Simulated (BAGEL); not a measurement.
**NEVPT2(11,8)/6-31G(d) (density fitting with cc-pvqz-jkfit, spherical functions) run of NS (Mononitrogen monosulfide)**

What is the vertical doublet–quartet gap of NS (Mononitrogen monosulfide) at NEVPT2(11,8)/6-31G* (density fitting with cc-pvqz-jkfit, spherical functions)? 

The results are computed with BAGEL 1.2.2.

2 further runs of the same task are left out: 2 set aside as unsound or not needed. Runs told in other sessions of the task aren't counted.

## (1) The molecule

NS: 2 atoms, total charge 0, spin state doublet. As SMILES, `[N]=S`. Geometry: relaxed at GFN2-xTB.

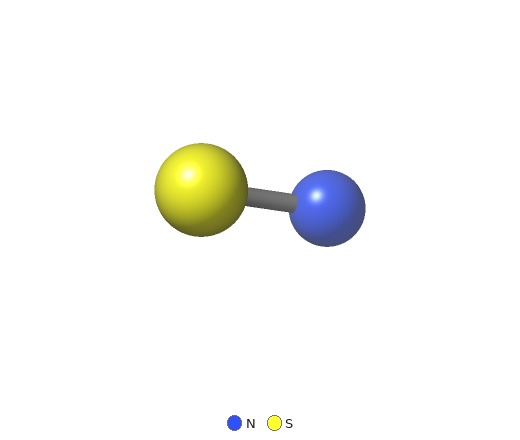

The structure, seen from a chosen angle (nitrogen blue, sulfur yellow).

## (2) The energy at NEVPT2(11,8)/6-31G(d) (density fitting with cc-pvqz-jkfit, spherical functions)

The input, job.json:

```json
{ "bagel" : [

{
  "title" : "molecule",
  "basis" : "6-31gs.json",
  "df_basis" : "cc-pvqz-jkfit",
  "angstrom" : "true",
  "geometry" : [
    { "atom" : "N", "xyz" : [    0.000000,    0.000000,    0.000000 ] },
    { "atom" : "S", "xyz" : [    0.000000,    0.000000,    1.463180 ] }
  ]
},
{
  "title" : "hf",
  "charge" : 1
},
{
  "title" : "casscf",
  "nstate" : 1,
  "nact" : 8,
  "nclosed" : 6,
  "nspin" : 1,
  "maxiter" : 200,
  "natocc" : "true"
},
{
  "title" : "nevpt2",
  "nstate" : 1,
  "nact" : 8,
  "nclosed" : 6,
  "nspin" : 1,
  "maxiter" : 200,
  "natocc" : "true",
  "ncore" : 6
},
{
  "title" : "print",
  "file" : "orbitals.molden",
  "orbitals" : "true"
}

]}
```

The basis set 6-31G* is read from a file made from the Basis Set Exchange's data (not shown).

Run with:

```
$ BAGEL_NUM_THREADS=1 BAGEL job.json > job.out
```

The program printed:

```text
* using 1 threads per process

  ===============================================================
  ===============================================================

  *** Geometry ***

  { "atom" : "N", "xyz" : [      0.000000,      0.000000,      0.000000 ] },
  { "atom" : "S", "xyz" : [      0.000000,      0.000000,      2.765009 ] },

  Number of auxiliary basis functions:      254

  Since a DF basis is specified, we compute 2- and 3-index integrals:
    o Being stored without compression. Storage requirement is 0.002 GB

  Number of basis functions:       32
  Number of electrons      :       23

    * METHOD: MOLECULE                             0.04

  *** RHF ***

  === Nuclear Repulsion ===
    40.5061903491

      * DIIS with orbital gradients will be used.

  === RHF iteration (6-31gs.json) ===
      0       -451.41666727          0.03766275           0.01
      1       -451.39380736          0.04217144           0.00
      2       -451.55409348          0.00336918           0.00
      3       -451.55579881          0.00113971           0.00
      4       -451.55616564          0.00033800           0.00
      5       -451.55620352          0.00006948           0.00
      6       -451.55620461          0.00000759           0.00
      7       -451.55620462          0.00000203           0.00
      8       -451.55620462          0.00000029           0.00
      9       -451.55620462          0.00000004           0.00
     10       -451.55620462          0.00000001           0.00
    * SCF iteration converged.

    * Permanent dipole moment:
           (   -0.000000,    -0.000000,    -0.803991) a.u.

    * METHOD: HF                                   0.09

  ---------------------------
      CASSCF calculation
  ---------------------------

    * nstate   :      1
    * nclosed  :      6
    * nact     :      8
    * nvirt    :     18
  === CASSCF iteration (6-31gs.json) ===

    * Using the second-order algorithm

      0  0      -451.92468453     2.67e-02      0.02

      1  0      -451.96809648     2.90e-03      0.05

      2  0      -451.97393376     8.18e-04      0.05

      3  0      -451.97452037     3.01e-04      0.05

      4  0      -451.97460969     1.15e-04      0.05

      5  0      -451.97462282     4.58e-05      0.05

      6  0      -451.97462471     1.85e-05      0.05

      7  0      -451.97462498     7.44e-06      0.05

      8  0      -451.97462502     2.99e-06      0.05

      9  0      -451.97462502     1.19e-06      0.05

     10  0      -451.97462503     4.75e-07      0.05

     11  0      -451.97462503     1.88e-07      0.05

     12  0      -451.97462503     7.39e-08      0.05

     13  0      -451.97462503     2.90e-08      0.04

     14  0      -451.97462503     1.13e-08      0.04

     15  0      -451.97462503     4.41e-09      0.04

    * Second-order optimization converged. *

     guess   0:   closed 11111...             open .....1..

  === FCI iteration ===

      0  0      -451.87511964     9.90e-03      0.00
      1  0      -451.96313646     3.69e-03      0.00
      2  0      -451.97296256     1.36e-03      0.00
      3  0      -451.97440790     4.80e-04      0.00
      4  0      -451.97460689     1.37e-04      0.00
      5  0      -451.97462356     3.92e-05      0.00
      6  0      -451.97462491     1.08e-05      0.00
      7  0      -451.97462501     3.44e-06      0.00
      8  0      -451.97462502     1.22e-06      0.00
      9  0      -451.97462503     4.69e-07      0.00
     10  0      -451.97462503     1.68e-07      0.00
     11  0      -451.97462503     4.86e-08      0.00
     12  0      -451.97462503     1.34e-08      0.00
     13  0      -451.97462503     4.08e-09      0.00
     14  0      -451.97462503     1.20e-09      0.00
     15  0      -451.97462503     3.82e-10      0.00
     16  0      -451.97462503     1.26e-10      0.00
     17  0 *    -451.97462503     3.79e-11      0.00

     * ci vector, state   0, <S^2> = 0.7500
       22222a..    -0.9618427183
       2222.a2.    -0.1540181819
       22a2b2a.    -0.1077090590
       22a2a2b.    -0.0761815493
       222.2a.2    -0.0609683756
       22ab22.a     0.0580353687
       2.222a2.    -0.0575034773
       222baaba     0.0572956226
       222abaab     0.0565318235
       22aa22.b     0.0500070117

    * METHOD: CASSCF                               0.75

    * freezing 6 orbitals

  === DF-NEVPT2 calculation ===

    * 3-index integral transformation done
    * assembly done

      NEVPT2 correlation energy:   -0.1667078967      0.01

          (+0)      0.0000000000
          (+0)'     0.0000000000
          (+1)      0.0000000000
          (+1)'     0.0000000000
          (+2)      0.0000000000
          (-1)      0.0000000000
          (-1)'    -0.0816046585
          (-2)     -0.0851032381

      NEVPT2 total energy:       -452.1413329220

    * METHOD: NEVPT2                               7.76

    * METHOD: PRINT                                0.00

  ===============================================================
```

Wall time 9 s (1 thread of Arm Neoverse V1, shared host); peak memory 0.48 GiB.

## (3) The quartet

The input, input.json:

```json
{ "bagel" : [

{
  "title" : "molecule",
  "basis" : "6-31gs.json",
  "df_basis" : "cc-pvqz-jkfit",
  "angstrom" : true,
  "geometry" : [
    { "atom" : "N", "xyz" : [       0.000000,       0.000000,       0.000000 ] },
    { "atom" : "S", "xyz" : [       0.000000,       0.000000,       1.463180 ] }
  ]
},

{
  "title" : "hf",
  "charge" : 1
},

{
  "title" : "casscf",
  "nstate" : 1,
  "nact" : 8,
  "nclosed" : 6,
  "nspin" : 3,
  "maxiter" : 200,
  "natocc" : true
},

{
  "title" : "nevpt2",
  "nstate" : 1,
  "nact" : 8,
  "nclosed" : 6,
  "nspin" : 3,
  "maxiter" : 200,
  "natocc" : true,
  "ncore" : 6
},

{
  "title" : "print",
  "file" : "orbitals.molden",
  "orbitals" : true
}

]}
```

The basis set 6-31G* is read from a file made from the Basis Set Exchange's data (not shown).

Run with:

```
$ BAGEL_NUM_THREADS=1 BAGEL input.json > input.out
```

The program printed:

```text
* using 1 threads per process

  ===============================================================
  ===============================================================

  *** Geometry ***

  { "atom" : "N", "xyz" : [      0.000000,      0.000000,      0.000000 ] },
  { "atom" : "S", "xyz" : [      0.000000,      0.000000,      2.765009 ] },

  Number of auxiliary basis functions:      254

  Since a DF basis is specified, we compute 2- and 3-index integrals:
    o Being stored without compression. Storage requirement is 0.002 GB

  Number of basis functions:       32
  Number of electrons      :       23

    * METHOD: MOLECULE                             0.04

  *** RHF ***

  === Nuclear Repulsion ===
    40.5061903491

      * DIIS with orbital gradients will be used.

  === RHF iteration (6-31gs.json) ===
      0       -451.41666727          0.03766275           0.01
      1       -451.39380736          0.04217144           0.00
      2       -451.55409348          0.00336918           0.00
      3       -451.55579881          0.00113971           0.00
      4       -451.55616564          0.00033800           0.00
      5       -451.55620352          0.00006948           0.00
      6       -451.55620461          0.00000759           0.00
      7       -451.55620462          0.00000203           0.00
      8       -451.55620462          0.00000029           0.00
      9       -451.55620462          0.00000004           0.00
     10       -451.55620462          0.00000001           0.00
    * SCF iteration converged.

    * Permanent dipole moment:
           (   -0.000000,    -0.000000,    -0.803991) a.u.

    * METHOD: HF                                   0.09

  ---------------------------
      CASSCF calculation
  ---------------------------

    * nstate   :      1
    * nclosed  :      6
    * nact     :      8
    * nvirt    :     18
  === CASSCF iteration (6-31gs.json) ===

    * Using the second-order algorithm

      0  0      -451.77539126     2.54e-02      0.01

      1  0      -451.81090734     2.56e-03      0.04

      2  0      -451.81452129     6.73e-04      0.04

      3  0      -451.81486665     2.81e-04      0.04

      4  0      -451.81496494     1.43e-04      0.04

      5  0      -451.81499568     8.00e-05      0.04

      6  0      -451.81500538     4.58e-05      0.04

      7  0      -451.81500841     2.60e-05      0.04

      8  0      -451.81500936     1.47e-05      0.04

      9  0      -451.81500965     8.25e-06      0.04

     10  0      -451.81500974     4.61e-06      0.04

     11  0      -451.81500977     2.57e-06      0.04

     12  0      -451.81500978     1.43e-06      0.04

     13  0      -451.81500978     7.94e-07      0.04

     14  0      -451.81500978     4.41e-07      0.04

     15  0      -451.81500978     2.45e-07      0.04

     16  0      -451.81500978     1.36e-07      0.04

     17  0      -451.81500978     7.56e-08      0.04

     18  0      -451.81500978     4.19e-08      0.04

     19  0      -451.81500978     2.33e-08      0.04

     20  0      -451.81500978     1.29e-08      0.04

     21  0      -451.81500978     7.18e-09      0.04

    * Second-order optimization converged. *

     guess   0:   closed 1111....             open ....111.

  === FCI iteration ===

      0  0      -451.78291376     9.31e-03      0.00
      1  0      -451.81339390     1.99e-03      0.00
      2  0      -451.81490342     4.82e-04      0.00
      3  0      -451.81499872     1.56e-04      0.00
      4  0      -451.81500850     4.74e-05      0.00
      5  0      -451.81500969     1.53e-05      0.00
      6  0      -451.81500977     5.44e-06      0.00
      7  0      -451.81500978     1.94e-06      0.00
      8  0      -451.81500978     6.34e-07      0.00
      9  0      -451.81500978     1.78e-07      0.00
     10  0      -451.81500978     4.85e-08      0.00
     11  0      -451.81500978     1.38e-08      0.00
     12  0      -451.81500978     3.57e-09      0.00
     13  0      -451.81500978     1.16e-09      0.00
     14  0      -451.81500978     2.86e-10      0.00
     15  0 *    -451.81500978     8.04e-11      0.00

     * ci vector, state   0, <S^2> = 3.7500
       2222aaa.    -0.9880157229
       22ab2aaa    -0.0784557264
       222.aaa2    -0.0714169639
       22aa2aab    -0.0689546419

    * METHOD: CASSCF                               0.89

    * freezing 6 orbitals

  === DF-NEVPT2 calculation ===

    * 3-index integral transformation done
    * assembly done

      NEVPT2 correlation energy:   -0.1724440600      0.01

          (+0)      0.0000000000
          (+0)'     0.0000000000
          (+1)      0.0000000000
          (+1)'     0.0000000000
          (+2)      0.0000000000
          (-1)      0.0000000000
          (-1)'    -0.0848436990
          (-2)     -0.0876003610

      NEVPT2 total energy:       -451.9874538402

    * METHOD: NEVPT2                               8.14

    * METHOD: PRINT                                0.00

  ===============================================================
```

Run time: 9.3 s. Hardware: 1 thread of Arm Neoverse V1, shared host; peak memory 0.47 GiB.

## (4) What came out

Level: NEVPT2(11,8)/6-31G* (density fitting with cc-pvqz-jkfit, spherical functions), 6 core orbitals frozen.

```
                                        quantity          value
                           doublet: total energy  -452.14133 Eh
                           quartet: total energy  -451.98745 Eh
vertical energy of the quartet above the doublet       4.187 eV
```

What this shows: At this shape the quartet lies 4.19 eV (97 kcal/mol) above the doublet.
